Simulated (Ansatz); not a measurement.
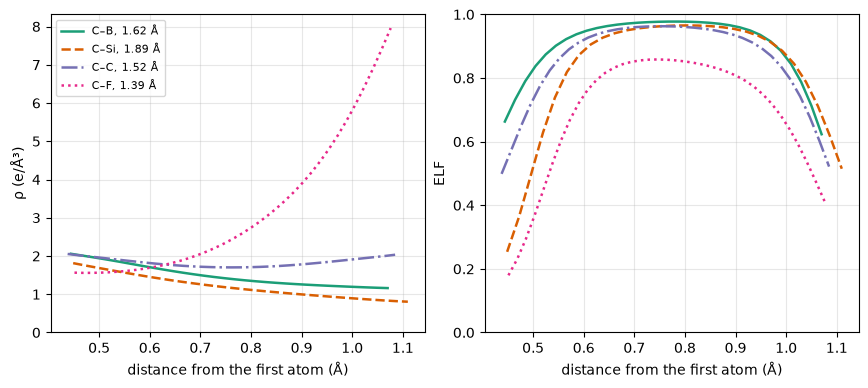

*C₃H₁₀BFSi. Electron density and ELF along straight lines between neighbouring atoms. The curves leave out the atomic cores.*

Theory: RKS PBE0-D4/def2-SVP in Ansatz.

```xyz
16

B     1.0815   -2.4604   -0.2984
C     0.3912   -1.1701    0.3849
F     0.9819   -0.9463    1.6213
C     0.6107    0.0495   -0.4994
C     0.1547   -0.2681   -1.9225
Si    0.6135   -2.0361   -2.4046
H     2.1243   -2.1659   -0.8817
H     1.2349   -3.4831    0.3303
H    -0.6923   -1.3107    0.5659
H     0.0970    0.9421   -0.1063
H     1.6911    0.2687   -0.4871
H     0.5462    0.4481   -2.6621
H    -0.9454   -0.2225   -1.9990
H     1.8437   -2.2981   -3.1975
H    -0.5204   -2.6613   -3.1616
H     0.2752   -3.0584   -1.1538
```

What kind of bonding do the profiles show?

Answer. C–B (1.62 Å): ρ is about 1.3 e/Å³ halfway; the ELF peaks at about 1 between the atoms, as expected for a covalent bond.
C–Si (1.89 Å): ρ is about 0.95 e/Å³ halfway; the ELF peaks at about 0.95 between the atoms: localised, covalent bonding.
C–C (1.52 Å): ρ is about 1.7 e/Å³ halfway; the ELF peaks at about 0.95 between the atoms: a shared electron pair.
C–F (1.39 Å): ρ is about 2 e/Å³ halfway, with its minimum of 1.6 e/Å³ about 0.5 Å from C; the ELF peaks at about 0.85 between the atoms (a polar covalent bond).
